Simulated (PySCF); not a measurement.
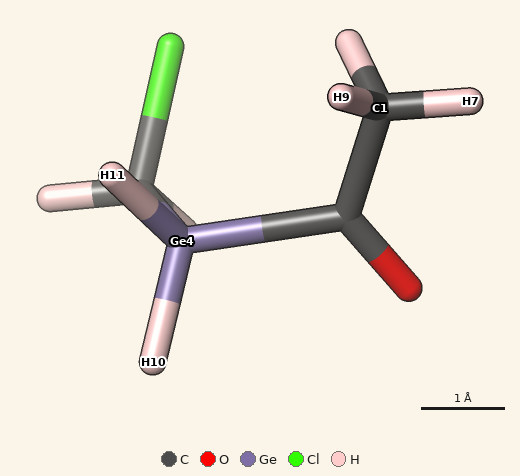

*The structure as given in the input (stick view, seen at a tilt; atoms are numbered from 1 in the order of the input). Sticks mark near contacts.*

Excited-state calculation, with input and output: C$_{3}$H$_{7}$ClGeO

System: C$_{3}$H$_{7}$ClGeO, SMILES C[C](=O)[GeH2][CH2]Cl.
Method: TDDFT WP04/def2-SVPD, vertical, gas phase, core orbitals frozen in the response (PySCF 2.14.0).

The run did not end well. The geometry comes from this level: GFN2-xTB.

**The program's output**
```
final grid: 107224 points
cycle   1  E = -2750.0432681805  dE = -7.276e-02  |g| = 1.024e+00  |ddm| = 5.189e+00
cycle   2  E = -2748.5570639333  dE =  1.486e+00  |g| = 2.687e+00  |ddm| = 4.524e+00
cycle   3  E = -2750.2415610205  dE = -1.684e+00  |g| = 3.001e-01  |ddm| = 4.148e+00
SCF not converged, last energy = -2750.2415610205
```

The run was set up as follows.

**The input**
```
{"job": {"kind": "uv", "xc": "WP04", "basis": "def2-SVPD", "nstates": 1, "ntriplets": 0, "tda": false, "scf": {"max_cycle": 3}}, "charge": 0, "multiplicity": 1}
C     -1.939238     0.673338     0.068165
C     -1.169018    -0.542748    -0.322015
O     -1.595960    -1.664620    -0.286096
Ge     0.748624    -0.245403    -0.893503
C      1.912004    -0.373664     0.715644
Cl     1.392967     0.904295     1.838099
H     -2.957656     0.428121     0.361224
H     -1.417012     1.156420     0.894477
H     -1.941427     1.369543    -0.770058
H      1.195497    -1.302877    -1.869246
H      0.993628     1.121137    -1.485847
H      1.810799    -1.322891     1.236971
H      2.962403    -0.200163     0.494458
```

The first line tells a small driver script what to run in PySCF; the rest is the geometry in Å.

Command:
```bash
OMP_NUM_THREADS=1 python <driver script> task.json out
```

**Outcome**

```tsv
quantity	value
outcome	not converged
total energy	−2750.241561 hartree
HOMO	−7.98 eV
LUMO	−3.35 eV
dipole moment	3.59 D
hardware	1 CPU thread, shared host
wall time	6 s
peak memory	0.78 GiB
```

**Diagnosis**

Some settings of this run were drawn to be unusual or wrong. The run did not converge. At least one of its steps failed, so the values that rest on that step are not results. Spin–orbit coupling is left out, which matters for the heavy atoms.
